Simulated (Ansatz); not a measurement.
CH5FSi···H2O

```xyz
11

Si   -0.5477   -0.0215   -1.1408
O     0.9232    1.6782    1.4218
H    -0.7481   -0.7211   -2.4554
H    -1.6060    1.0239   -0.9472
C    -0.4471   -1.2108    0.2968
H     1.1611    1.6417    0.4716
F     0.9071    0.7770   -1.2706
H     1.6380    1.1563    1.8319
H     0.3148   -1.9971    0.1230
H    -1.4252   -1.7032    0.4738
H    -0.1702   -0.6231    1.1952
```

Theory: Ansatz, RKS PBE/def2-SVP.

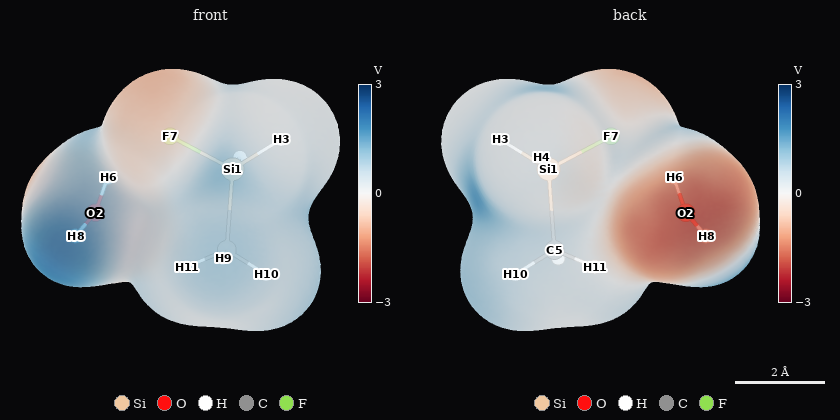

Figure 1. The molecular electrostatic potential painted on the density surface at 0.002 e/bohr³, seen from the front and from behind; the colour scale runs from red (negative) to blue (positive).

Question: Describe the electrostatic potential map.

Answer: The most negative region (about −1.8 V) lies over O2, the most positive (about +2.0 V) over H8. O2 is the likeliest acceptor of a hydrogen bond.

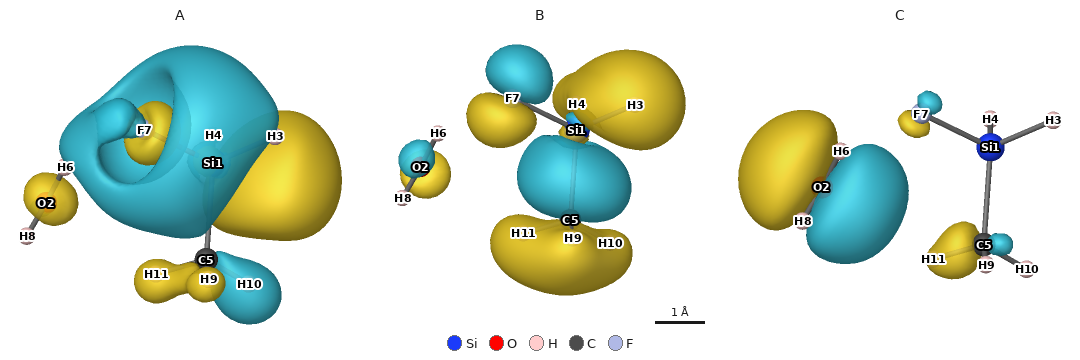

Figure 2. Three frontier orbitals at ±0.08 Å⁻³ᐟ² (yellow and cyan are the two phases), in no order.

Question: Which picture is the HOMO−1, the HOMO and the LUMO?

Answer: B is the HOMO−1 (−7.78 eV). By Hirshfeld shares it lies mainly on C5 (about 35 %), Si1 (about 25 %), F7 (about 15 %) and H3 (about 15 %). C is the HOMO (−6.39 eV). Its weight (Hirshfeld) is mainly on O2 (about 85 %); largely a lone pair of O2. A is the LUMO (−0.22 eV). It lies mainly on Si1 (about 55 %), F7 (about 15 %), C5 (about 5 %), H3 (about 5 %) and H4 (about 5 %).

Question: What is the HOMO–LUMO gap?

Answer: 6.17 eV between the orbital energies.
